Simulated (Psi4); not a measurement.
**HF/3-21G run of AlSbH3F (SMILES [F][AlH][SbH2])**

Aim: the vertical ionisation energy of AlSbH3F at HF/3-21G, from 2 runs. 

The results are computed with Psi4 1.11.

3 further runs of the same task are left out: 3 set aside as unsound or not needed.

## 1. Starting point

AlSbH3F has 6 atoms, charge 0, and is taken as a singlet. As SMILES, `[F][AlH][SbH2]`. Geometry: relaxed at PBE0-D4/def2-TZVP. This is one conformer, not always the lowest.

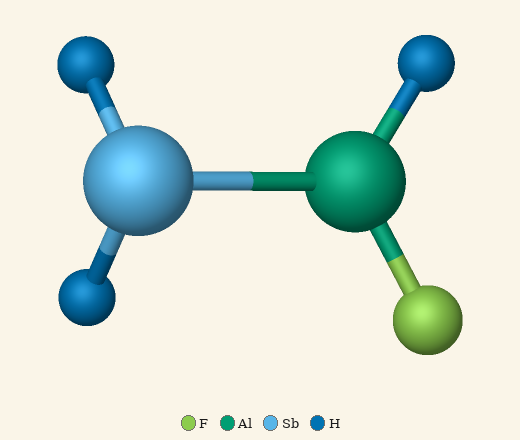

The structure, seen from a chosen angle (fluorine green, aluminium teal, antimony blue, hydrogen blue).

## 2. Energy and forces at HF/3-21G

File alfh3sb.json:

```json
{
 "schema_name": "qcschema_input",
 "schema_version": 1,
 "molecule": {
  "schema_name": "qcschema_molecule",
  "schema_version": 2,
  "symbols": ["F", "Al", "Sb", "H", "H", "H"],
  "geometry": [-2.10628874, -3.08478893, 2.38540129, -0.63513695, -1.96399236, -0.13190288, 2.41866047, 1.89671811, 0.63268031, -1.1240091, -3.40282983, -2.70552089, 1.59133837, 3.00844399, -2.28637964, -0.06500658, 3.42588449, 2.01841647],
  "molecular_charge": 0,
  "molecular_multiplicity": 1,
  "fix_symmetry": "c1"
 },
 "driver": "gradient",
 "model": {
  "method": "scf",
  "basis": "3-21G"
 },
 "keywords": {
  "puream": true,
  "e_convergence": 1e-09,
  "d_convergence": 1e-08,
  "scf_type": "pk"
 }
}
```

Command:

```console
$ psi4 --qcschema alfh3sb.json -n 1 --memory 2200MB
```

stdout, cut to the lines that bear on the results:

```text
[...]
  Running in c1 symmetry.
[...]
  Nuclear repulsion =  288.597466550303920
[...]
  Multiplicity = 1
[...]
  Nalpha       = 38
  Nbeta        = 38
[...]
    Number of basis functions: 59
[...]
   @RHF iter   1: -6626.64173874205335   -3.22035e+00   1.10490e-02 ADIIS/DIIS
[...]
   @RHF iter  11: -6626.94987865952862    0.00000e+00   2.17696e-09 DIIS
[...]
    Orbital Energies [Eh]
    ---------------------
    Doubly Occupied:
       1A   -1078.926834     2A   -163.927148     3A   -152.772777
       4A   -152.772708     5A   -152.772485     6A    -58.101844
       7A    -33.538460     8A    -28.772711     9A    -28.772228
      10A    -28.771165    11A    -26.099753    12A    -20.679095
      13A    -20.679089    14A    -20.678180    15A    -20.677569
      16A    -20.677285    17A     -6.085137    18A     -4.911686
      19A     -4.392648    20A     -4.391094    21A     -4.387257
      22A     -3.215254    23A     -3.214969    24A     -3.214357
      25A     -1.725788    26A     -1.724620    27A     -1.721241
      28A     -1.719168    29A     -1.717127    30A     -1.511445
      31A     -0.740019    32A     -0.641182    33A     -0.596346
      34A     -0.588502    35A     -0.506396    36A     -0.471856
[...]
  @RHF Final Energy: -6626.94987865952862
   => Energetics <=
    Nuclear Repulsion Energy =            288.5974665503039205
    One-Electron Energy =               -9717.4327108780489652
    Two-Electron Energy =                2801.8853656682167639
    Total Energy =                      -6626.9498786595286219
[...]
 Multipole Moments:
 ------------------------------------------------------------------------------------
     Multipole            Electronic (a.u.)      Nuclear  (a.u.)        Total (a.u.)
 ------------------------------------------------------------------------------------
 L = 1.  Multiply by 2.5417464519 to convert [e a0] to [Debye]
 Dipole X            :          9.0148462           -8.8786726            0.1361737
 Dipole Y            :          7.6909043           -7.5552628            0.1356415
 Dipole Z            :          1.9582777           -2.5075202           -0.5492425
 Magnitude           :                                                    0.5819014
[...]
  -Total Gradient:
     Atom            X                  Y                   Z
    ------   -----------------  -----------------  -----------------
       1        0.004795375537     0.003843773170    -0.004037377678
       2       -0.001857198004     0.005751809147     0.001454557408
       3       -0.004176016541    -0.001185020942     0.000112646569
       4        0.001187985430     0.001194890976     0.001961356789
       5       -0.001790159561    -0.004139397641     0.004841824819
       6        0.001840012941    -0.005466054695    -0.004333007880
[...]
```

The result, in JSON:

```text
{
 "driver": "gradient",
 "model": {
  "method": "scf",
  "basis": "3-21G"
 },
 "success": true,
 "return_result": [0.004795375537256778, 0.003843773170440226, -0.004037377677850451, -0.0018571980043687111, 0.005751809146592693, 0.0014545574083124242, -0.004176016540515443, -0.0011850209424960137, 0.0001126465693391393, 0.0011879854299518058, 0.0011948909760038928, 0.0019613567892394768, -0.0017901595612750051, -0.004139397641249133, 0.004841824819085655, 0.0018400129412325938, -0.005466054694824973, -0.004333007879553333],
 "properties": {
  "calcinfo_nbasis": 59,
  "calcinfo_nmo": 59,
  "calcinfo_nalpha": 38,
  "calcinfo_nbeta": 38,
  "calcinfo_natom": 6,
  "nuclear_repulsion_energy": 288.5974665503039,
  "return_energy": -6626.949878659529,
  "return_gradient": [0.004795375537256778, 0.003843773170440226, -0.004037377677850451, -0.0018571980043687111, 0.005751809146592693, 0.0014545574083124242, -0.004176016540515443, -0.0011850209424960137, 0.0001126465693391393, 0.0011879854299518058, 0.0011948909760038928, 0.0019613567892394768, -0.0017901595612750051, -0.004139397641249133, 0.004841824819085655, 0.0018400129412325938, -0.005466054694824973, -0.004333007879553333],
  "scf_one_electron_energy": -9717.432710878049,
  "scf_two_electron_energy": 2801.8853656682168,
  "scf_dipole_moment": [0.1361736622714158, 0.13564151059789786, -0.5492425482736356],
  "scf_total_energy": -6626.949878659529,
  "scf_total_gradient": [0.004795375537256778, 0.003843773170440226, -0.004037377677850451, -0.0018571980043687111, 0.005751809146592693, 0.0014545574083124242, -0.004176016540515443, -0.0011850209424960137, 0.0001126465693391393, 0.0011879854299518058, 0.0011948909760038928, 0.0019613567892394768, -0.0017901595612750051, -0.004139397641249133, 0.004841824819085655, 0.0018400129412325938, -0.005466054694824973, -0.004333007879553333],
  "scf_iterations": 11
 }
}
```

Wall time 7.8 s (1 thread of Intel Xeon at 2.50GHz (Skylake/Cascade Lake), shared host); peak memory 0.2 GiB.

## 3. The doublet cation, same level

File alfh3sb.in:

```
memory 2.2 GB

molecule {
  1 2
  F
  Al 1 R2
  Sb 2 R3 1 A3
  H 2 R4 1 A4 3 D4
  H 3 R5 2 A5 4 D5
  H 3 R6 5 A6 2 D6

  R2 = 1.652973
  R3 = 2.636097
  A3 = 116.30227
  R4 = 1.58159
  A4 = 116.37019
  D4 = 177.39073
  R5 = 1.709931
  A5 = 88.34004
  D5 = 36.8447
  R6 = 1.708777
  A6 = 91.59395
  D6 = -87.73794
  symmetry c1
  no_reorient
  no_com
}

set globals {
  basis 3-21G
  reference uhf
  puream true
  e_convergence 1e-09
  d_convergence 1e-08
  scf_type pk
  maxiter 100
}

E, wfn = gradient("hf", return_wfn=True)
```

Command:

```console
$ psi4 alfh3sb.in alfh3sb.out -n 1
```

alfh3sb.out, cut to the lines that bear on the results:

```text
[...]
  Running in c1 symmetry.
[...]
  Nuclear repulsion =  288.597452364807395
[...]
  Multiplicity = 2
[...]
  Nalpha       = 38
  Nbeta        = 37
[...]
    Number of basis functions: 59
[...]
   @UHF iter   1: -6626.36723225188780   -2.94584e+00   1.03198e-02 ADIIS/DIIS
[...]
   @UHF iter  17: -6626.64080431169805   -8.18545e-12   6.61548e-09 DIIS
[...]
   @S^2 Observed:                7.672282951E-01
[...]
  @UHF Final Energy: -6626.64080431169805
   => Energetics <=
    Nuclear Repulsion Energy =            288.5974523648073955
    One-Electron Energy =               -9698.8204567326083634
    Two-Electron Energy =                2783.5822000561033747
    Total Energy =                      -6626.6408043116971385
  UHF NO Occupations:
  HONO-2 :   36  A 1.9975988
  HONO-1 :   37  A 1.9957107
[...]
 Multipole Moments:
 ------------------------------------------------------------------------------------
     Multipole            Electronic (a.u.)      Nuclear  (a.u.)        Total (a.u.)
 ------------------------------------------------------------------------------------
 L = 1.  Multiply by 2.5417464519 to convert [e a0] to [Debye]
 Dipole X            :          2.3484707           -2.3640885           -0.0156179
 Dipole Y            :        -10.7553885           10.6244068           -0.1309817
 Dipole Z            :          6.0313883           -4.8717106            1.1596777
 Magnitude           :                                                    1.1671558
[...]
  -Total Gradient:
     Atom            X                  Y                   Z
    ------   -----------------  -----------------  -----------------
       1        0.002311475587     0.008810796514    -0.007753179928
       2       -0.017944395912    -0.037064405548     0.028911013513
       3        0.018566726948    -0.003068034396    -0.003719360283
       4        0.003021009522     0.007760340915    -0.007785517052
       5       -0.004259096432     0.010279915016    -0.008348577163
       6       -0.001695719722     0.013281387494    -0.001304380072
[...]
```

Wall time 6.9 s (1 thread of Intel Xeon at 2.50GHz (Skylake/Cascade Lake), shared host); peak memory 0.2 GiB.

## 4. Results

Level: HF/3-21G.

| quantity | value |
| --- | --- |
| singlet AlSbH3F: total energy | -6626.94988 Eh |
| singlet AlSbH3F: dipole moment | 1.48 D |
| singlet AlSbH3F: HOMO energy | -9.12 eV |
| singlet AlSbH3F: LUMO energy | 1.24 eV |
| singlet AlSbH3F: HOMO–LUMO gap | 10.36 eV |
| singlet AlSbH3F: largest force on an atom | 0.378 eV/Å |
| doublet cation: total energy | -6626.64080 Eh |
| doublet cation: HOMO energy (highest over α and β) | -16.38 eV |
| doublet cation: LUMO energy (lowest over α and β) | -7.74 eV |
| doublet cation: ⟨S²⟩ | 0.767 |
| doublet cation: largest force on an atom | 2.587 eV/Å |
| vertical ionisation energy (to the doublet cation) | 8.410 eV |

The vertical ionisation energy comes to 8.41 eV (811 kJ/mol). The largest force (singlet AlSbH3F) is 0.38 eV/Å: the shape isn't a stationary point for this species at this level. −ε(HOMO) before ionisation, 9.12 eV, is 0.71 eV above this ionisation energy. Relativity is left out (singlet AlSbH3F) although the molecule holds a heavy atom. Relativity is left out (doublet cation) although the molecule holds a heavy atom.
